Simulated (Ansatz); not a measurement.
Ba: H interstitial (started 2.67 Å from the nearest host atom), symmetric start

Take a 12-atom supercell of Ba in the bcc (W type) structure (space group Im-3m, No. 229; a = 5.0687 Å) at its relaxed geometry as the base.

One thing is altered: one H atom is added in an open site, starting 2.67 Å from the nearest host atom, atoms relaxed at fixed cell.

Calculations: r2SCAN, PAW, 500 eV (Ansatz, a first-principles code; no spin-orbit coupling). Settings: 4×4×3 k-points, 0.05 eV Fermi–Dirac smearing.

```json
[
 {"quantity": "pressure", "base": "0.0 GPa", "changed": "0.0 GPa", "shift": "0.0 GPa"},
 {"quantity": "largest displacement of a host atom from its site in the perfect cell", "base": "–", "changed": "0.22 Å", "shift": "–"},
 {"quantity": "final site of the added atom", "base": "–", "changed": "4 Ba at 2.66 Å (tetrahedral)", "shift": "–"}
]
```

Final structure:

```
Ba12H
1.0
   -5.06874     5.06874     5.06874
    5.06874    -5.06874     5.06874
    7.60312     7.60312    -2.53437
Ba H
12 1
Cartesian
  0.20089  -0.01607  -0.03918
 10.13235   5.26695  -0.01958
 -2.52231   2.45106   2.38992
 -0.07148   0.02552   5.13793
  2.54465   2.34381   2.50849
  5.06914   5.07058  -0.03141
  5.14408  -0.00895   5.14383
  7.56195   2.50275   2.47286
 -0.20470   5.07213   5.02162
  2.56289   7.64597   2.52934
  2.50873   2.61282   7.46941
  5.08941   5.04619   5.03412
  2.53435   0.00283   1.24302
```

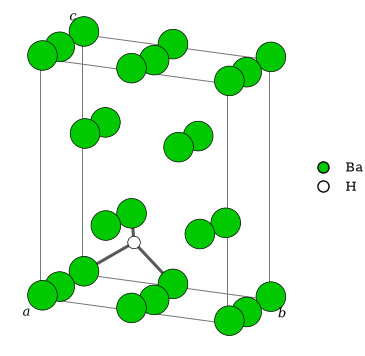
*The relaxed cell after the change*

The cell is small, so the values are those of an ordered compound at a high defect concentration; dilute-limit values will differ. The defect started on the symmetric site and kept its symmetry, so it may sit on a saddle. All final runs are without spin polarisation. The defect cell is not spin-polarised.
